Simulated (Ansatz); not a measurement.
## Electronic structure of GaH3···HCl in real space

The calculation's input:

```
crystal:
  periodic: [false, false, false]
  atoms:
    - { symbol: Ga, position_ang: [-0.573827, 0.858272, 0.013683] }
    - { symbol: H, position_ang: [0.336638, 0.358086, -1.136619] }
    - { symbol: H, position_ang: [0.041748, 1.807609, 1.10646] }
    - { symbol: H, position_ang: [-2.087203, 0.428922, 0.020741] }
    - { symbol: H, position_ang: [1.094581, -1.280168, -0.484377] }
    - { symbol: Cl, position_ang: [1.188163, -2.172621, 0.480112] }
basis:
  gaussian: { orbitals: def2-TZVP }
hamiltonian:
  xc: pbe
  dispersion: d4
relax:
  f_tol: 0.03
  max_steps: 50
output:
  orbitals: {}
```

Launched as:

```sh
ansatz run input.yaml --threads 2 --pin off --max-ram 3072MiB --backend cpu --events-out ev --progress --plain --runs-dir out
```

The fields are those of the run's last geometry, not of the input's.

The calculation used RKS PBE-D4/def2-TZVP in Ansatz.

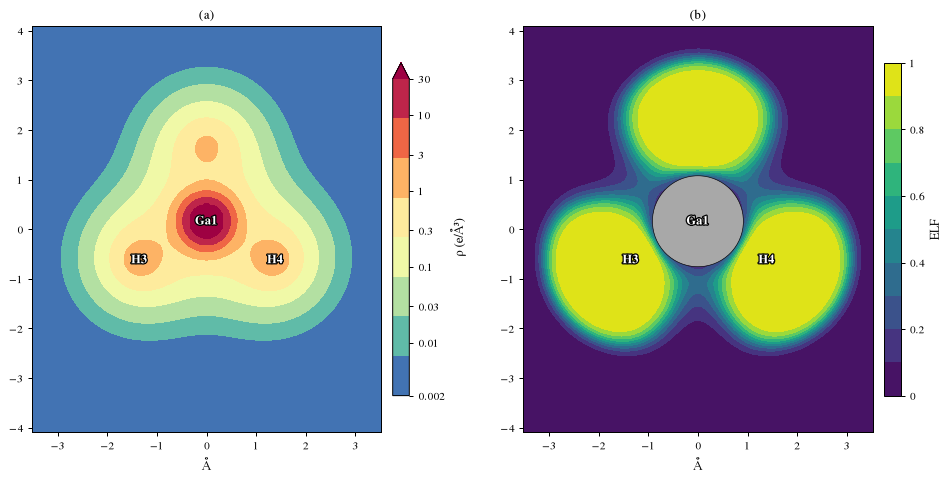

Figure 1. (a) electron density; (b) electron localisation function on the plane of atoms H3, Ga1 and H4. Grey discs cover the atomic cores in the ELF map.

Q: What does the map show?

A:
- The section cuts through Ga and H sites.
- Ga–H (1.58 Å): the density is about 0.97 e/Å³ at the midpoint; the ELF climbs to about 1 towards the hydrogen.

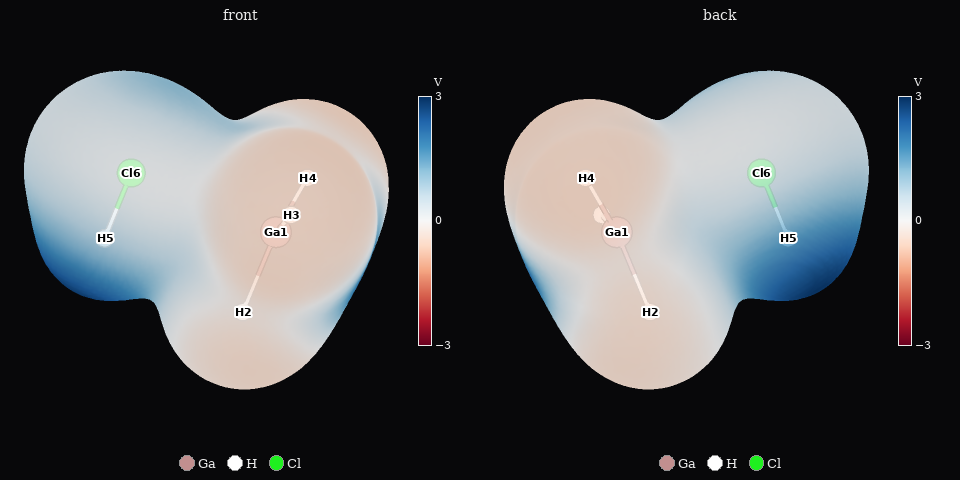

Figure 2. The molecular electrostatic potential painted on the density surface at 0.002 e/bohr³, seen from the front and from behind; red is negative and blue positive.

Q: Describe the electrostatic potential map.

A: The most negative region (about −0.5 V) lies over H3 and H4, the most positive (about +2.8 V) over H5. Cl6 shows a σ-hole: about +1.2 V at the tip opposite its bond, against about +0.1 V on its flanks.

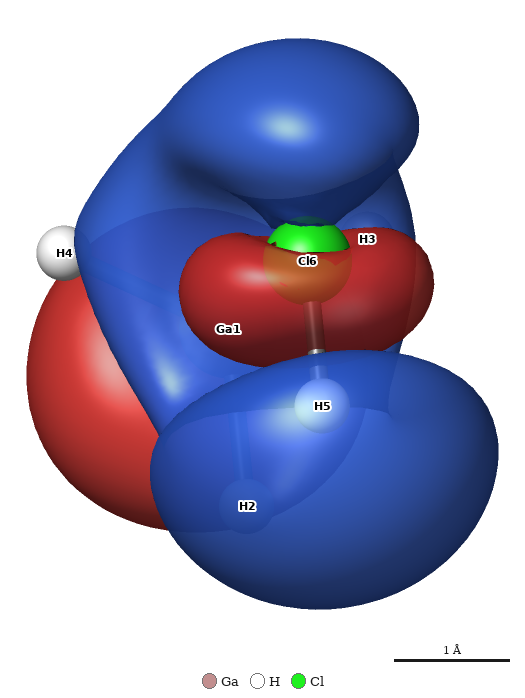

Figure 3. The LUMO at ±0.08 Å⁻³ᐟ² (red and blue are the two phases), seen at an oblique angle.

Q: What is the character of this orbital?

A: It lies mainly on Ga1 (about 40 %), Cl6 (about 30 %) and H5 (about 25 %). Its energy is −1.71 eV.
